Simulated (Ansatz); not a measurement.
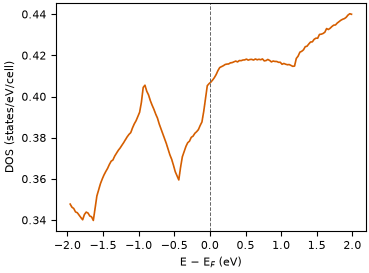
Density of states of Al (Fm-3m) near the Fermi level, PBEsol, rigid bands in Ansatz (a quantum-chemistry and plane-wave program).

Q: With 1 atom a cell, what bare Sommerfeld coefficient γ = (π²/3) k_B² N(E_F) follows?

A: N(E_F) ≈ 0.41 states/eV a cell at 300 K, so γ ≈ 0.96 mJ/(mol of atoms·K²), before electron-phonon enhancement.

Q: How far does the Fermi level move in a rigid band for 0.1 electron a cell added or removed?

A: 243 meV and -256 meV.

A metal at this level (no band gap); rigid bands, thermally averaged at 300 K, both spins. Spin-orbit coupling is left out. Geometry: cell and atoms relaxed with PBEsol.
